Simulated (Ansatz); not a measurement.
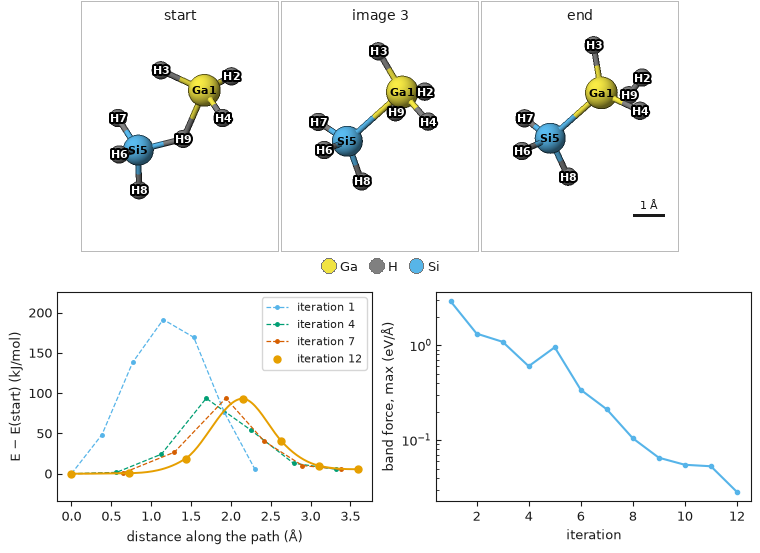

A nudged-elastic-band calculation for GaSiH$_{7}$. Images are numbered from 0 (start) to 6 (end). The plot follows the band through its iterations. Style: ball-and-stick. Shown from a free direction.

Level of theory: RKS PBE/def2-SVP in Ansatz.

Input file:
```yaml
crystal:
  periodic: [false, false, false]
  atoms:
    - { symbol: Ga, position_ang: [-0.035222, 0.26417, 0.13479] }
    - { symbol: H, position_ang: [0.446504, 1.140624, 1.359342] }
    - { symbol: H, position_ang: [1.046629, -0.480638, -0.756579] }
    - { symbol: H, position_ang: [-1.535651, 0.313633, -0.361841] }
    - { symbol: Si, position_ang: [0.147134, -2.743184, 1.12562] }
    - { symbol: H, position_ang: [-0.28832, -3.209922, -0.228286] }
    - { symbol: H, position_ang: [1.63698, -2.735677, 1.270611] }
    - { symbol: H, position_ang: [-0.496577, -3.560715, 2.209284] }
    - { symbol: H, position_ang: [-0.377578, -1.322592, 1.359561] }
basis:
  gaussian: { orbitals: def2-SVP }
hamiltonian:
  xc: pbe
neb:
  order_check: false
  images: 5
  f_tol: 0.05
  max_iterations: 60
  initial_path: linear
  final_atoms:
    - { symbol: Ga, position_ang: [-0.15339783, -0.592882, -0.12469209] }
    - { symbol: H, position_ang: [0.26542758, 0.79622786, 1.60782236] }
    - { symbol: H, position_ang: [1.06359286, 0.15816419, -0.80686897] }
    - { symbol: H, position_ang: [-1.60098728, 0.04069051, -0.23287303] }
    - { symbol: Si, position_ang: [0.14234592, -2.8208897, 0.79224594] }
    - { symbol: H, position_ang: [-0.149909, -3.82788238, -0.29534261] }
    - { symbol: H, position_ang: [1.54900891, -3.07428651, 1.27462459] }
    - { symbol: H, position_ang: [-0.79765194, -3.11526535, 1.93567448] }
    - { symbol: H, position_ang: [0.22546978, 0.10182239, 1.96191133] }
```

Command:
```bash
ansatz run input.yaml --threads 2 --pin off --max-ram 3072MiB --backend cpu --events-out ev --progress --plain --runs-dir out
```

Question: How did the profile develop, and is the result final?

Answer: The run is converged, with reservations. The band converged in 12 iterations. The largest component of the band force went from 2.9 to 0.028 eV/Å. The climbing image converged on the top of the path. Its curvatures weren't checked. The straight starting path can push atoms close together and costs iterations. The first iteration put the highest image at 191.5 kJ/mol. The energy climbs by 93.2 kJ/mol to image 3 and then falls by 87.6 kJ/mol, so the end point sits at +5.6 kJ/mol.

The run took 40 s on 2 threads of Intel(R) Xeon(R) 6975P-C (Granite Rapids), on a shared host, peak memory 0.16 GiB.
